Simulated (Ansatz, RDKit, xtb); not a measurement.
# C3H5F3OSi: ranking a sample of isomers

Which of a sample of isomers of C3H5F3OSi is the most stable in the gas at 298.15 K, and what are its properties? The sample is small against all isomers, and the most stable one of this formula need not be in it.

Plan: many cheap relaxations first (GFN2-xTB), then density-functional screening, relaxation at B3LYP/def2-SVP, vibrations (at GFN2-xTB) and a final energy. The numbers are computed, not measured.

## (1) Drawing up candidates

Isomers were taken from a list of plausible structures; this is a sample, not all of them. That gives 3 candidates.

| label | SMILES | spin |
| --- | --- | --- |
| c045 | FC(F)(F)[C@@]1([SiH3])CO1 | singlet |
| c616 | FC(F)(F)[C@@H]1O[C@H]1[SiH3] | singlet |
| c631 | FC(F)(F)[C@@H]1O[C@@H]1[SiH3] | singlet |

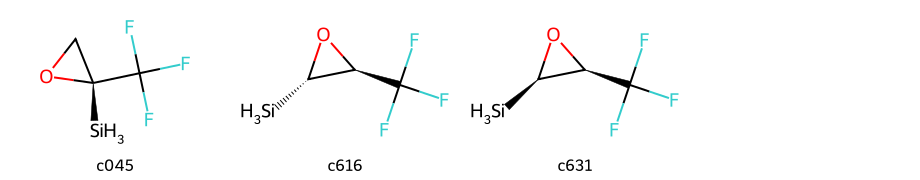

Structural formulas of the candidates.

Candidates are built by distance geometry, with a force field where one applies, in up to four conformers (letters a to d).

## (2) First filter: tight binding

All 3 starts are relaxed the same way. One of them, c045a (taken from a list of positional isomers, embedded by distance geometry and MMFF94), in full:

start.xyz

```xyz
13
c045a
C      0.242341    -0.336753     0.003994
C     -1.059542     0.222208     0.424847
C     -2.355091    -0.136994    -0.253896
F      0.068586    -1.575257    -0.530645
F      0.794881     0.403256    -0.988977
F      1.092510    -0.458730     1.003704
O     -1.999364    -0.653199     1.022184
Si    -0.893459     1.951892     1.113527
H     -0.087931     1.973370     2.339320
H     -0.350520     2.867696     0.125454
H     -2.253392     2.521341     1.460639
H     -3.219943     0.496482    -0.339356
H     -2.308754    -0.857921    -1.125060
```

Launch:

```
xtb start.xyz --gfn 2 --opt
```

Output, shortened:

```text
* xtb version 6.7.1
[...]
          :  # basis functions                  43          :
[...]
          :  # electrons                        48          :
[...]
          :  Hamiltonian                  GFN2-xTB          :
[...]
          :  net charge                          0          :
          :  unpaired electrons                  0          :
[...]
   *** convergence criteria satisfied after 12 iterations ***
[...]
   *** GEOMETRY OPTIMIZATION CONVERGED AFTER 8 ITERATIONS ***
[...]
   *** convergence criteria satisfied after 3 iterations ***
[...]
         ::                     SUMMARY                     ::
         :::::::::::::::::::::::::::::::::::::::::::::::::::::
         :: total energy             -28.950272259150 Eh    ::
         :: gradient norm              0.000755266053 Eh/a0 ::
         :: HOMO-LUMO gap              5.622651484577 eV    ::
         ::.................................................::
         :: SCC energy               -29.108986157157 Eh    ::
         :: -> isotropic ES            0.072654031850 Eh    ::
         :: -> anisotropic ES         -0.000097707616 Eh    ::
         :: -> anisotropic XC         -0.021832447239 Eh    ::
         :: -> dispersion             -0.008881507786 Eh    ::
         :: repulsion energy           0.158713898007 Eh    ::
         :: add. restraining           0.000000000000 Eh    ::
         :: total charge              -0.000000000000 e     ::
         :::::::::::::::::::::::::::::::::::::::::::::::::::::
[...]
        24        2.0000           -0.4315225             -11.7423 (HOMO)
        25                         -0.2248938              -6.1197 (LUMO)
[...]
     #   Z          covCN         q      C6AA      α(0)
     1   6 C        3.342     0.477    17.325     6.578
     2   6 C        3.684    -0.019    21.120     6.580
     3   6 C        3.687     0.075    19.517     6.324
     4   9 F        0.790    -0.196    11.194     3.952
     5   9 F        0.791    -0.219    11.435     3.995
     6   9 F        0.791    -0.207    11.304     3.972
     7   8 O        1.704    -0.315    19.261     5.925
     8  14 Si       3.650     0.458    98.560    19.034
     9   1 H        0.920    -0.043     3.933     3.102
    10   1 H        0.919    -0.057     4.280     3.236
    11   1 H        0.919    -0.057     4.259     3.228
    12   1 H        0.925     0.047     2.357     2.401
    13   1 H        0.925     0.057     2.236     2.338
[...]
     #   Z sym  total        # sym  WBO       # sym  WBO       # sym  WBO
 ---------------------------------------------------------------------------
     1   6 C    3.823 --     2 C    0.966     4 F    0.958     6 F    0.948
                             5 F    0.936
     2   6 C    3.826 --     3 C    0.983     1 C    0.966     7 O    0.948
                             8 Si   0.786
     3   6 C    3.910 --     2 C    0.983    12 H    0.975    13 H    0.969
                             7 O    0.961
     4   9 F    1.086 --     1 C    0.958
     5   9 F    1.060 --     1 C    0.936
     6   9 F    1.075 --     1 C    0.948
     7   8 O    2.002 --     3 C    0.961     2 C    0.948
     8  14 Si   3.529 --     9 H    0.905    11 H    0.903    10 H    0.902
                             2 C    0.786
     9   1 H    0.998 --     8 Si   0.905
[...]
molecular dipole:
                 x           y           z       tot (Debye)
 q only:       -0.727       1.557       0.028
   full:       -0.794       1.129      -0.103       3.518
molecular quadrupole (traceless):
[...]
          | TOTAL ENERGY              -28.950272259150 Eh   |
          | GRADIENT NORM               0.000755266053 Eh/α |
          | HOMO-LUMO GAP               5.622651484577 eV   |
           -------------------------------------------------
[...]
```

Run time: 0.083 s. Hardware: 2 threads of Intel Xeon Platinum 8375C at 2.90GHz (Ice Lake), shared host.

## (3) Distinct minima at GFN2-xTB

3 of the 3 relaxations converged. 3 distinct structures remain:

| label | start | SMILES after | spin | energy (kcal/mol) |
| --- | --- | --- | --- | --- |
| c045a | drawn | FC(F)(F)[C@@]1([SiH3])CO1 | singlet | 0.0 |
| c616a | drawn | FC(F)(F)[C@@H]1O[C@H]1[SiH3] | singlet | 4.1 |
| c631a | drawn | FC(F)(F)[C@@H]1O[C@@H]1[SiH3] | singlet | 4.3 |

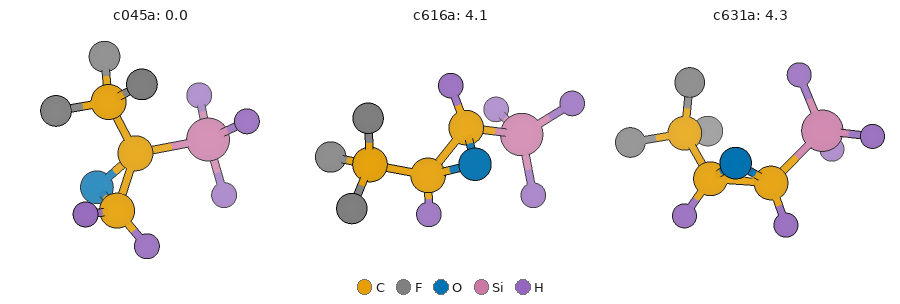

The 3 lowest minima that did not fall apart, with their GFN2-xTB energies in kcal/mol.

## (4) Second filter: single points

A choice of the minima (the low ones first, few conformers of a pattern, up to a cap) and the lowest that fell apart get a single point at r2SCAN-D4/def2-SVP on the tight-binding geometry, and one at HF/STO-3G for comparison. The lowest singlets are also tried as triplets at the same geometry (label ending in t). The first, c045a:

input.yaml

```yaml
crystal:
  periodic: [false, false, false]
  atoms:
    - {symbol: C, position_ang: [0.194095, -0.353546, -0.037138]}
    - {symbol: C, position_ang: [-1.095079, 0.299504, 0.380941]}
    - {symbol: C, position_ang: [-2.326165, -0.157475, -0.271169]}
    - {symbol: F, position_ang: [0.073550, -1.601670, -0.500861]}
    - {symbol: F, position_ang: [0.782936, 0.363093, -1.017373]}
    - {symbol: F, position_ang: [1.082492, -0.397972, 0.968979]}
    - {symbol: O, position_ang: [-2.007365, -0.555948, 1.023671]}
    - {symbol: Si, position_ang: [-0.917698, 2.030025, 1.156670]}
    - {symbol: H, position_ang: [-0.090537, 1.886072, 2.347949]}
    - {symbol: H, position_ang: [-0.307718, 2.873294, 0.130451]}
    - {symbol: H, position_ang: [-2.287378, 2.427034, 1.468046]}
    - {symbol: H, position_ang: [-3.153716, 0.536200, -0.365134]}
    - {symbol: H, position_ang: [-2.277094, -0.931219, -1.029298]}
basis:
  gaussian:
    orbitals: def2-SVP
hamiltonian:
  xc: r2scan
  dispersion: d4
scf:
  lower_state_search: off
output: {orbitals: {seedname: orbitals}}
```

Launch:

```
ansatz run input.yaml --threads 2 --pin off --max-ram 5220MiB --events-out events.jsonl --progress --plain --runs-dir runs
```

Output, shortened:

```text
Warning: RAYON_NUM_THREADS=2 ignored (pool sized by the plan → 2); use --threads N
Functional definition: r2SCAN
  name "r2SCAN"
[...]
1547 factors; their error is unknown
[...]
mean field -21246.81077514 eV, -780.8058943810 hartree, gradient 3.1e-6 eV, S^2 0.000000; 0 other end points of the search recorded, 0 dependent functions left out
reference -21246.81078382 eV, -780.8058946997 hartree; 36, 36 occupied and 105, 105 virtual orbitals, 1547 factors
Total energy: -21246.89180452 eV, -780.8088721555 hartree
Checks for a lower state left out: stability, starts, cluster_reference, orbital_swaps, neighbouring_geometries, increment
```

Run time: 2.2 s. Hardware: 2 threads of Intel Xeon Platinum 8375C at 2.90GHz (Ice Lake), shared host; peak memory 0.2 GiB.

Relative energies in kcal/mol, each column from its lowest structure that stays in one piece:

| label | SMILES | spin | GFN2-xTB | HF/STO-3G | r2SCAN-D4/def2-SVP |
| --- | --- | --- | --- | --- | --- |
| c045a | FC(F)(F)[C@@]1([SiH3])CO1 | singlet | 0.0 | 0.6 | 0.0 |
| c616a | FC(F)(F)[C@@H]1O[C@H]1[SiH3] | singlet | 4.1 | 0.0 | 0.6 |
| c631a | FC(F)(F)[C@@H]1O[C@@H]1[SiH3] | singlet | 4.3 | 1.6 | 3.3 |
| c045at | FC(F)(F)[C@@]1([SiH3])CO1 | triplet | – | – | 158.8 |
| c616at | FC(F)(F)[C@@H]1O[C@H]1[SiH3] | triplet | – | – | 160.7 |

## (5) Refinement at B3LYP/def2-SVP

3 candidates are relaxed at B3LYP/def2-SVP (chosen among the lowest in one piece). The first, c045a:

input.yaml, as its differences from that of step 4:

```diff
@@ -1 +1,3 @@
+basis:
+  gaussian: {orbitals: def2-SVP}
 crystal:
@@ -16,10 +18,4 @@
     - {symbol: H, position_ang: [-2.277094, -0.931219, -1.029298]}
-basis:
-  gaussian:
-    orbitals: def2-SVP
-hamiltonian:
-  xc: r2scan
-  dispersion: d4
-scf:
-  lower_state_search: off
-output: {orbitals: {seedname: orbitals}}
+hamiltonian: {xc: {name: B3LYP}}
+scf: {lower_state_search: "off"}
+relax: {f_tol: 0.006}
```

Launch:

```
ansatz run input.yaml --threads 2 --pin off --max-ram 5220MiB --events-out events.jsonl --progress --plain --runs-dir runs
```

Output, shortened:

```text
Warning: RAYON_NUM_THREADS=2 ignored (pool sized by the plan → 2); use --threads N
[...]
Functional definition: B3LYP
  name "B3LYP"
[...]
1513 factors; integrals over basis functions are off by at most 5.0e-4 eV
[...]
mean field -21254.15068290 eV, -781.0756310158 hartree, gradient 6.6e-6 eV, S^2 0.000000; 0 other end points of the search recorded, 0 dependent functions left out
[...]
reference -21254.15092162 eV, -781.0756397886 hartree; 36, 36 occupied and 105, 105 virtual orbitals, 1513 factors
relax step   1: F+E_penalty+E_count = -21254.15068290 eV  Δ(F+E_penalty+E_count) = +0.000e0 eV  max|allowed force component| = 1.053e0 eV/Å  Δτ_max = 0.0000 Å  (15 SCF iters, accepted)
[...]
relax step   4: F+E_penalty+E_count = -21254.25340655 eV  Δ(F+E_penalty+E_count) = -1.908e-3 eV  max|allowed force component| = 2.725e-2 eV/Å  Δτ_max = 0.0201 Å  (21 SCF iters, accepted)
[...]
Atom 4 at     0.743900     0.318684    -1.140563 Å, force    -0.000841     0.000821    -0.000537 eV/Å
Atom 5 at     1.145763    -0.384848     0.869639 Å, force    -0.001370     0.000063     0.000695 eV/Å
Atom 6 at    -1.940310    -0.586419     1.070957 Å, force    -0.000965    -0.002667     0.000253 eV/Å
Atom 7 at    -0.929642     2.031530     1.153678 Å, force     0.000076    -0.000256    -0.001752 eV/Å
Atom 8 at    -0.308268     1.910606     2.498593 Å, force    -0.000064    -0.000710    -0.000247 eV/Å
Atom 9 at    -0.121943     2.941149     0.296013 Å, force    -0.000286    -0.000121     0.000409 eV/Å
Atom 10 at    -2.323548     2.537891     1.274126 Å, force    -0.000085    -0.000273    -0.000255 eV/Å
Atom 11 at    -3.178125     0.506985    -0.289141 Å, force    -0.000799    -0.000577     0.000015 eV/Å
Atom 12 at    -2.294788    -0.967015    -0.994203 Å, force     0.000035    -0.000833    -0.000044 eV/Å
Dipole moment:    -0.308785     0.308988    -0.189265 e Å
Checks for a lower state left out: stability, starts, cluster_reference, orbital_swaps, neighbouring_geometries, increment
```

It took 47 s on 2 threads of Intel Xeon Platinum 8375C at 2.90GHz (Ice Lake), shared host; peak memory 0.38 GiB.

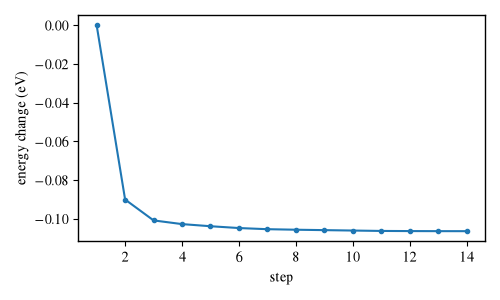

Energy along the run, all evaluated steps.

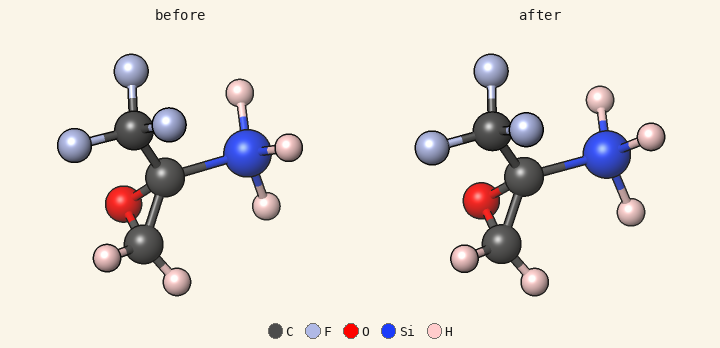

Before and after, at one scale.

After the run. Bond lengths: C1–C2 1.519 Å, C2–C3 1.479 Å, C1–F4 1.339 Å, C1–F5 1.346 Å, C1–F6 1.344 Å, C2–O7 1.433 Å, C3–O7 1.416 Å, C2–Si8 1.912 Å, Si8–H9 1.486 Å, Si8–H10 1.488 Å, Si8–H11 1.488 Å, C3–H12 1.097 Å, C3–H13 1.097 Å. Some angles: C1–C2–C3 117.2°, C1–C2–O7 113.8°, C1–C2–Si8 118.0°, C3–C2–O7 58.1°, C3–C2–Si8 121.0°, O7–C2–Si8 113.3°, C2–C1–F4 112.9°, C2–C1–F5 109.9°, C2–C1–F6 110.9°, F4–C1–F5 107.9°.

## (6) After refinement

| label | spin | r2SCAN-D4/def2-SVP (kcal/mol) | B3LYP/def2-SVP, relaxed (kcal/mol) | time |
| --- | --- | --- | --- | --- |
| c616a | singlet | 0.6 | 0.0 | 36 s |
| c045a | singlet | 0.0 | 0.2 | 47 s |
| c631a | singlet | 3.3 | 2.3 | 63 s |

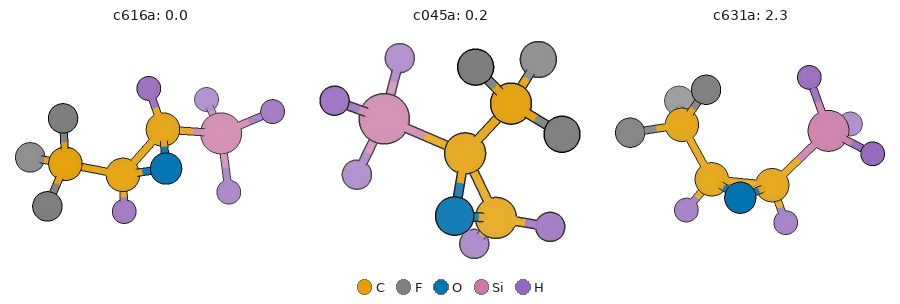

The relaxed structures, with energies at B3LYP/def2-SVP in kcal/mol.

(Part 1 of 2 ends here.)
